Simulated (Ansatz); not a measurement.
# An extra electron or hole in a frame of amorphous poly(ether ketone) (as short chains C41O6H30) from 400 K (154 atoms), part 2 of 4

Does an extra electron or hole in a frame of amorphous poly(ether ketone) (as short chains C41O6H30) from 400 K (154 atoms) stay spread out, or do the atoms trap it?

Ansatz 0.2.0; Kohn-Sham DFT, PBE+D3(BJ), PAW (set soft_2), plane waves.

The cell: 82 C, 12 O and 60 H. The network of contacts between molecules at the start is that of the classical potential that made the cell. The Brillouin zone is sampled at Γ only, in a cell whose shortest periodic width is 12 Å.

So far. Step 2 (Single point at the start): The r.m.s. force at the start is 1.0 eV/Å. Step 3 (Relaxation): The relaxation converged after 34 steps, 8.31 eV below its start, with a largest force component of 0.038 eV/Å.

## Step 4: Single point at the relaxed geometry

One more single point at the end of the walk gives the fuller output and checks the residual forces.

Contents of input.yaml:

```yaml
crystal:
  lattice:
    - [12.14846, 0.0, 0.0]
    - [0.0, 12.14846, 0.0]
    - [0.0, 0.0, 12.14846]
  atoms:
    - { symbol: C, position: [0.23956, 0.40945, 0.2033] }
    - { symbol: C, position: [0.31041, 0.34439, 0.28122] }
    - { symbol: C, position: [0.40934, 0.29672, 0.24497] }
    - { symbol: C, position: [0.47708, 0.23926, 0.31698] }
    - { symbol: C, position: [0.44986, 0.23004, 0.42904] }
    - { symbol: C, position: [0.34979, 0.27503, 0.46543] }
    [... 142 atom lines left out ...]
    - { symbol: H, position: [0.25111, 0.85516, 0.11093] }
    - { symbol: H, position: [0.94365, 0.71304, 0.22186] }
    - { symbol: H, position: [0.94347, 0.59077, 0.05807] }
    - { symbol: H, position: [0.18193, 0.99422, 0.22736] }
    - { symbol: H, position: [0.2606, 0.88816, 0.29445] }
    - { symbol: H, position: [0.1617, 0.9673, 0.37087] }
kpoints:
  mp_grid: { grid: [1, 1, 1] }
hamiltonian:
  xc: pbe
  dispersion: d3bj
scf:
  occupations: { method: gaussian, width: 0.025 }
output:
  forces: true
  stress: true
  populations: intrinsic
  dos:
    method: { smearing: { sigma: 0.1 } }
    de: 0.1
    projected: { site_lists: { C: [C], H: [H], O: [O] } }
  eigenvalues: true
  write_density: true
  write_potential: true
  volumetric_format: npy
  elf: true
```

Run with:

```bash
ansatz run input.yaml --threads 4 --pin off --max-ram 8192MiB --backend cpu --events-out ev --progress --plain --runs-dir out
```

Numbers of over 12 decimals in the logs are rounded to 6 here.

The log of the run:

```text
[...]
Crystal: 154 atoms, lattice volume = 1792.931 Å³
Basis set: ecut = 420 eV, 35033 PW (Γ), exchange–correlation on 180×180×180 points (8 copies of the dense FFT grid, shifted against one another)
Bands: 384, of which v1, the nominal top of the filled ones, is band 230 counted from 1 (229 counted from 0)
Symmetry: 1 space group operations
[...]
k-points: 1
[...]
SCF iter   1: F=—  HF=-28337.536795 eV  |F-HF|=—  |Δ(HF+E_count)|=         —  Δρ=5.05e-3  dr2=5.72e-1  ethr=1.77e-3  ⟨swp⟩=6.0  Hψ=1757  notcnv=0  defer=57
[...]
SCF iter  11: F=-28337.447326 eV  HF=-28337.447326 eV  |F-HF|=7.17e-9  |Δ(HF+E_count)|=   1.98e-8  Δρ=7.67e-7  dr2=1.41e-8  ethr=2.17e-11  ⟨swp⟩=10.0  Hψ=2241  notcnv=0
SCF 1 converged in 11 iterations: F = -28337.447326 eV  dr2 = 1.41e-8
[...]
WARN: The input density's exchange-correlation potential varies sharply where the density is thin. Do not read a vacuum level from v_tot or v_xc, or from such a field of the output density. On a cell that repeats whose density bears no net charge and no dipole along the vacuum's axis use v_es (v_loc + v_h of the components); [...]
SCF converged after 11 iterations
Free energy (F): -28337.447326 eV
[...]
Internal energy: -28337.447326 eV  (E = F + TS)
E sigma→0 (E₀):  -28337.447326 eV
Fermi energy:    1.273362 eV
[...]
--- Forces (eV/Å), atoms counted from 1 ---
  atom   1  C      0.00349633    -0.00068814     0.00103553
  atom   2  C     -0.00138923     0.00161183    -0.00049479
  atom   3  C      0.00432518     0.00159932    -0.00091500
  atom   4  C     -0.00447362    -0.00265085     0.00196734
  atom   5  C     -0.00614055    -0.00792106     0.00557497
  atom   6  C     -0.00225511     0.00480441    -0.00343015
  atom   7  C      0.00027962    -0.00272255     0.00499014
  atom   8  C      0.02108762     0.02150320    -0.01857887
  atom   9  O     -0.00549807    -0.00637108     0.00433502
  atom  10  C     -0.01113476     0.00484252    -0.00021011
  atom  11  C      0.00011290    -0.00312035     0.00117994
  atom  12  C     -0.00085970    -0.00550324    -0.00347547
  atom  13  C     -0.00190270     0.00331905    -0.00838696
  atom  14  C      0.00386674    -0.00095012     0.00084902
[...]
atom 153  H      0.00487775    -0.00176835    -0.00077737
  atom 154  H     -0.00114145    -0.00138300     0.00134732
  max |Σ_I F_I| component: 1.97e-5 eV/Å
--- Stress (GPa, compression-positive) ---
       -0.405140       0.073619      -0.025075
        0.073618      -0.219858      -0.035895
       -0.025075      -0.035897      -0.304759
  P = ⅓ Tr σ = -0.3099 GPa (-3.099 kbar)
--- Band table (eV) ---
[...]
--- intrinsic populations: 154 sites ---
  site symbol       q [e]
     0      C      4.5359
     1      C      3.9598
     2      C      4.1871
[...]
153      H      0.7948
  spilling = 0.000000 (of n_electrons = 460.000000)
```

It took 36 s on 4 threads of Arm Neoverse V2, shared host; peak memory 2.3 GiB.

The program notes that the exchange-correlation potential is rough where the density is thin.

Read from the output:

```yaml
free_energy: -28337.4473 eV
free_energy_per_atom: -184.0094 eV/atom
scf_cycles: 11
pressure: -0.3099 GPa
r_m_s_force_component: 0.00726 eV/Å
longest_force: 0.04516 eV/Å
fermi_energy: 1.273 eV
spacing_of_highest_filled_and_lowest_empty_level: 2.564 eV
```

Intrinsic-atomic-orbital charges by element and coordination:

| element | coordination | atoms | mean charge (e) | spread | least | most |
| --- | --- | --- | --- | --- | --- | --- |
| C | all | 82 | -0.0855 | 0.192 | -0.536 | 0.353 |
| C | 3 | 78 | -0.0684 | 0.179 | -0.247 | 0.353 |
| C | 4 | 4 | -0.420 | 0.111 | -0.536 | -0.3 |
| H | all | 60 | 0.191 | 0.0088 | 0.170 | 0.209 |
| O | all | 12 | -0.372 | 0.0823 | -0.463 | -0.274 |
| O | 1 | 6 | -0.454 | 0.0048 | -0.463 | -0.449 |
| O | 2 | 6 | -0.290 | 0.0122 | -0.31 | -0.274 |

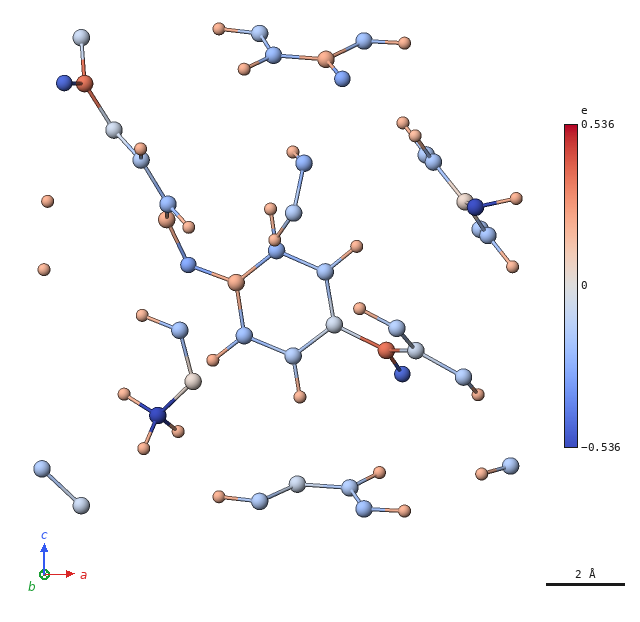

Atoms coloured by intrinsic-atomic-orbital charge. Drawn is a slice 4 Å thick, seen along the normal of the ac plane. Bonds to atoms that aren't drawn are left out.

States in the cell by windows of 1 eV, zero at the Fermi level; the larger projections on atomic orbitals stand beside the total:

| from (eV) | to (eV) | total | C p | H s | O p |
| --- | --- | --- | --- | --- | --- |
| -10 | -9 | 23.3 | 13.7 | 3.4 | 2.1 |
| -9 | -8 | 16.2 | 10.9 | 1.5 | 2.2 |
| -8 | -7 | 31.0 | 20.9 | 3.1 | 4.5 |
| -7 | -6 | 65.5 | 39.9 | 12.7 | 7.5 |
| -6 | -5 | 49.2 | 33.3 | 5.5 | 8.5 |
| -5 | -4 | 41.6 | 28.3 | 5.9 | 6.5 |
| -4 | -3 | 21.1 | 12.5 | 3.3 | 4.8 |
| -3 | -2 | 34.5 | 31.8 | 0.2 | 2.0 |
| -2 | -1 | 25.5 | 12.4 | 0.4 | 12.1 |
| -1 | 1 | 0.0 | 0.0 | 0.0 | 0.0 |
| 1 | 2 | 12.0 | 8.9 | 0.1 | 2.7 |
| 2 | 3 | 28.2 | 25.7 | 0.3 | 0.3 |
| 3 | 4 | 12.0 | 8.5 | 1.1 | 0.3 |
| 4 | 5 | 29.5 | 11.0 | 5.7 | 1.1 |

Between -24 and -10 eV lie 152 more states.

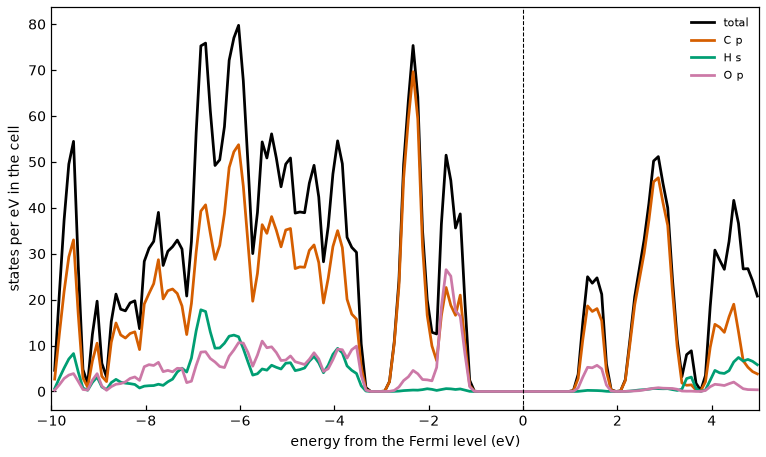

Total and projected density of states, with the broadening of the input.

The levels nearest the highest filled one (over half full), pooled over k-points and spins:

| level less the highest filled one (eV) | occupation |
| --- | --- |
| -0.243 | 2 |
| -0.212 | 2 |
| -0.0949 | 2 |
| -0.0743 | 2 |
| -0.0252 | 2 |
| 0 | 2 |
| 2.56 | 0 |
| 2.66 | 0 |
| 2.70 | 0 |
| 2.82 | 0 |
| 2.90 | 0 |
| 2.95 | 0 |

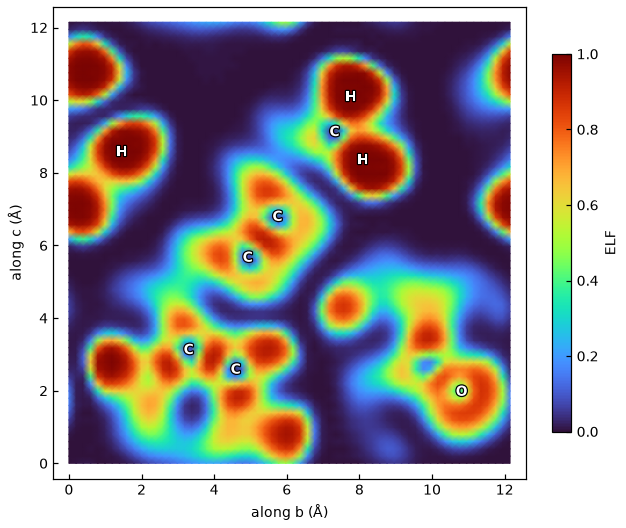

ELF in the bc plane at fractional x = 0.170, with atoms of O and H and C within 0.2 Å of it. It is the smooth field of the valence electrons, not physical close to the nuclei. The map starts off the cell's origin, so that atoms lie inside it.

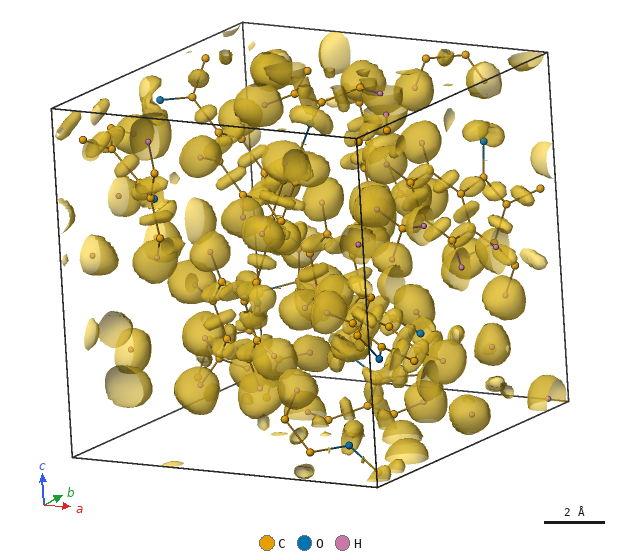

Surface of ELF = 0.85. Bonds to atoms that aren't drawn are left out.

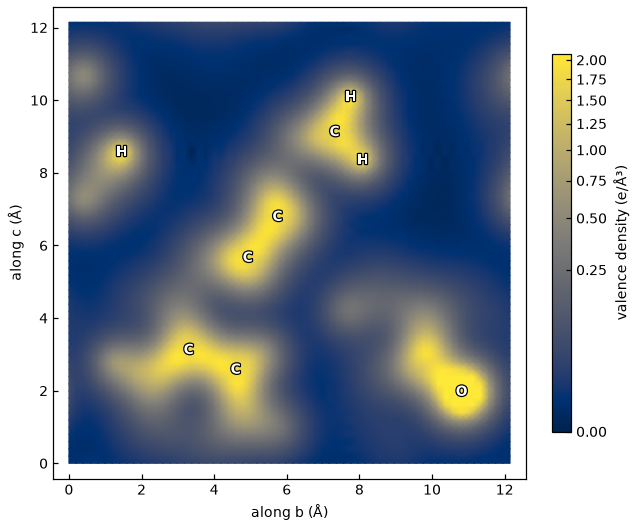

Valence density in the bc plane at fractional x = 0.170, with atoms of O and H and C within 0.2 Å of it. It is the smooth field of the valence electrons, not physical close to the nuclei. The map starts off the cell's origin, so that atoms lie inside it. The colour scale is stretched toward low values.

The highest filled and lowest empty levels differ by 2.56 eV (at Γ alone); a semilocal functional tends to put such gaps too low. It is the spacing of short capped chains, not of the long polymer. In a disordered cell it changes from sample to sample, and tail or defect levels can set it. Mean intrinsic-atomic-orbital charges: C -0.09, H +0.19, O -0.37 e. The largest share in the top eV of filled states is C p (62 % of the projected weight), and in the lowest eV of empty states C p (78 % of the projected weight).

## Step 5: An extra electron, atoms held

The electron count changes by one with the atoms held: a vertical process, on a uniform background, with spin and a narrow Fermi–Dirac smearing. Its energy against the neutral cell hangs on the program's zero of potential.

Contents of input.yaml:

```yaml
crystal:
  lattice:
    - [12.14846, 0.0, 0.0]
    - [0.0, 12.14846, 0.0]
    - [0.0, 0.0, 12.14846]
  atoms:
    [... the 154 atom lines of step 4 ...]
total_charge: -1
kpoints:
  mp_grid: { grid: [1, 1, 1] }
hamiltonian:
  xc: pbe
  dispersion: d3bj
scf:
  occupations: { method: fermi_dirac, width: 0.01 }
  lower_state_search: "off"
output:
  forces: true
  stress: true
  populations: true
  dos:
    method: { smearing: { sigma: 0.15 } }
    de: 0.1
    projected: { site_lists: { C: [C], H: [H], O: [O] } }
  eigenvalues: true
  write_density: true
  write_potential: true
  volumetric_format: npy
magnetization:
  spin_polarized: true
  initial_magnetization: 1
```

The log of the run:

```text
[...]
Crystal: 154 atoms, lattice volume = 1792.931 Å³
Basis set: ecut = 420 eV, 35033 PW (Γ), exchange–correlation on 180×180×180 points (8 copies of the dense FFT grid, shifted against one another)
Bands: 385, of which v1, the nominal top of the filled ones, is band 231 counted from 1 (230 counted from 0)
Symmetry: 1 space group operations
[...]
k-points: 1
[...]
Starting moments: Σ|m| = 1 μB on 154 of 154 sites
[...]
SCF iter   1: F=—  HF=-28447.496447 eV  |F-HF|=—  |Δ(HF+E_count)|=         —  Δρ=6.23e-2 (↑6.23e-2 ↓6.21e-2)  dr2=3.78e2  dr2_m=1.35e-1  M=1.000 μB ∫|m|=1.030 μB  β_m=1.00  ethr=3.10e-3  ⟨swp⟩=5.0  Hψ=3082  notcnv=0  defer=252
[...]
spin=Collinear: Resta preconditioning applied to the charge; magnetization (m = ρ↑ − ρ↓) channel mixes plain (no charge-response kernel on spin).
SCF iter   2: F=—  HF=-28370.150120 eV  |F-HF|=—  |Δ(HF+E_count)|=         —  Δρ=3.75e-2 (↑3.74e-2 ↓3.75e-2)  dr2=1.00e2  dr2_m=7.75e-2  M=0.024 μB ∫|m|=0.213 μB  β_m=0.30  ethr=3.10e-3  ⟨swp⟩=3.0  Hψ=1444  notcnv=0  defer=294
[...]
spin=Collinear: Kerker preconditioning applied to the charge; magnetization (m = ρ↑ − ρ↓) channel mixes plain (no charge-response kernel on spin).
SCF iter   3: F=—  HF=-28354.726597 eV  |F-HF|=—  |Δ(HF+E_count)|=    1.54e1  Δρ=2.67e-2 (↑2.66e-2 ↓2.67e-2)  dr2=5.56e1  dr2_m=3.83e-2  M=0.361 μB ∫|m|=0.426 μB  β_m=0.30  ethr=3.10e-3  ⟨swp⟩=3.0  Hψ=1346  notcnv=0  defer=298
SCF iter   4: F=—  HF=-28335.055994 eV  |F-HF|=—  |Δ(HF+E_count)|=    1.97e1  Δρ=7.46e-3 (↑7.46e-3 ↓7.11e-3)  dr2=6.18e0  dr2_m=2.89e-2  M=0.513 μB ∫|m|=0.583 μB  β_m=0.30  ethr=3.10e-3  ⟨swp⟩=3.0  Hψ=950  notcnv=0  defer=298
[...]
SCF iter  13: F=—  HF=-28334.803245 eV  |F-HF|=—  |Δ(HF+E_count)|=   1.50e-3  Δρ=8.61e-4 (↑8.61e-4 ↓5.10e-4)  dr2=1.07e-1  dr2_m=2.04e-3  M=0.999 μB ∫|m|=1.138 μB  β_m=0.30  ethr=3.90e-5  ⟨swp⟩=2.5  Hψ=492  notcnv=0  defer=292
[...]
spin-set hold released at iteration 13 (site moments contracting): the magnetisation degrees of freedom join the quasi-Newton model from the next iteration; the mixer history was flushed
SCF iter  14: F=—  HF=-28334.802241 eV  |F-HF|=—  |Δ(HF+E_count)|=   1.00e-3  Δρ=7.03e-4 (↑7.03e-4 ↓3.97e-4)  dr2=5.60e-2  dr2_m=2.21e-3  M=0.999 μB ∫|m|=1.147 μB  β_m=0.37  ethr=2.32e-5  ⟨swp⟩=2.0  Hψ=689  notcnv=0  defer=292
SCF iter  15: F=—  HF=-28334.802557 eV  |F-HF|=—  |Δ(HF+E_count)|=   3.17e-4  Δρ=3.09e-4 (↑2.98e-4 ↓3.09e-4)  dr2=4.61e-2  dr2_m=2.64e-4  M=0.999 μB ∫|m|=1.157 μB  β_m=0.52  ethr=1.21e-5  ⟨swp⟩=2.0  Hψ=483  notcnv=0  defer=292
[...]
SCF iter  36: F=-28334.796936 eV  HF=-28334.796936 eV  |F-HF|=5.79e-8  |Δ(HF+E_count)|=   1.18e-8  Δρ=9.10e-7 (↑9.10e-7 ↓2.19e-7)  dr2=6.51e-8  dr2_m=2.81e-9  M=0.999 μB ∫|m|=1.207 μB  β_m=0.75  ethr=1.53e-11  ⟨swp⟩=6.0  Hψ=3385  notcnv=0
SCF iter  37: F=-28334.796936 eV  HF=-28334.796936 eV  |F-HF|=9.42e-9  |Δ(HF+E_count)|=   6.02e-9  Δρ=3.77e-7 (↑3.77e-7 ↓2.00e-7)  dr2=1.13e-8  dr2_m=4.01e-10  M=0.999 μB ∫|m|=1.207 μB  ethr=1.41e-11  ⟨swp⟩=5.5  Hψ=3451  notcnv=0
SCF 1 converged in 37 iterations: F = -28334.796936 eV  dr2 = 1.13e-8
[...]
SCF converged after 37 iterations
Magnetization: 0.9995 μB (230.9997 up, 230.0003 down)
Absolute magnetization: 1.2082 μB (∫|ρ↑−ρ↓|, with the PAW one-centre terms)
[...]
Per-site moments (μB) at R_I (Å): [(-0.00025258, 0.452252), (0.00795176, 0.578092), (-0.000956494, 0.450339), (0.00254792, 0.449403), (-0.000148376, [...]
Free energy (F): -28334.796936 eV
[...]
Internal energy: -28334.780104 eV  (E = F + TS)
E sigma→0 (E₀):  -28334.788520 eV
Entropy (-TS):   -0.016833 eV (-0.109 meV/atom)
Fermi energy:    2.709403 eV
[...]
Σ components = -28334.796936   (vs F -28334.796936, Δ=0.00e0)
--- Forces (eV/Å), atoms counted from 1 ---
  atom   1  C      0.01543711    -0.01367724    -0.00704375
  atom   2  C     -0.03428921     0.02062248    -0.01244921
  atom   3  C      0.00624669    -0.01863463     0.00045028
  atom   4  C     -0.04293924     0.00767536    -0.06022253
[...]
atom 154  H     -0.00763952     0.00106449    -0.00332022
  max |Σ_I F_I| component: 1.82e-5 eV/Å
--- Stress (GPa, compression-positive) ---
       -0.394824       0.045773      -0.083008
        0.045772      -0.150744      -0.013642
       -0.083009      -0.013643      -0.314780
  P = ⅓ Tr σ = -0.2868 GPa (-2.868 kbar)
--- Band table (eV) ---
[...]
--- Löwdin populations: 154 sites ---
  site symbol       q [e]    m [muB]
     0      C      4.4662    -0.0011
     1      C      3.9322     0.0210
     2      C      4.1388    -0.0042
[...]
153      H      0.7763     0.0000
  spilling = 0.012383 (of n_electrons = 461.000000)
```

Run time: 2 min. Hardware: 4 threads; peak memory 3.8 GiB.

An extra electron, atoms held: the energy stands 2.65 eV above that of the reference, with a moment of 1.00 μB.

The levels nearest the highest filled one (over half full), pooled over k-points and spins:

| level less the highest filled one (eV) | occupation |
| --- | --- |
| -2.71 | 1 |
| -2.68 | 1 |
| -2.65 | 1 |
| 0 | 0.537 |
| 0.0074 | 0.356 |
| 0.0228 | 0.106 |
| 0.0847 | 0 |
| 0.106 | 0 |

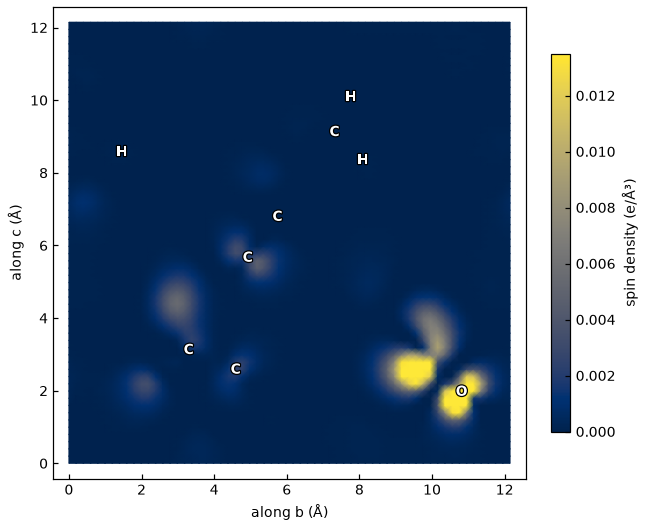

Spin density in the bc plane at fractional x = 0.170, with atoms of O and H and C within 0.2 Å of it. The map starts off the cell's origin, so that atoms lie inside it.

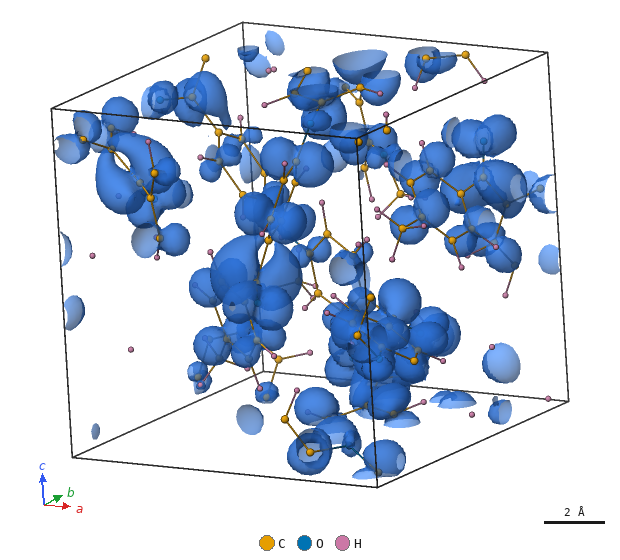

Surface of spin density = 0.0022 e/Å³, which holds about 70 % of the integral of its size. Bonds to atoms that aren't drawn are left out.

(Continued in part 3 of 4.)

[Logs are printed without paths, hosts, clocks, repeated set-up lines and the standing remarks that a program may print on its own settings, such as how far it seeks lower states.]

[Hosts, paths, dates, database ids (printed as entryN), source tags and the programs' standing remarks are cut or masked in the printed files.]
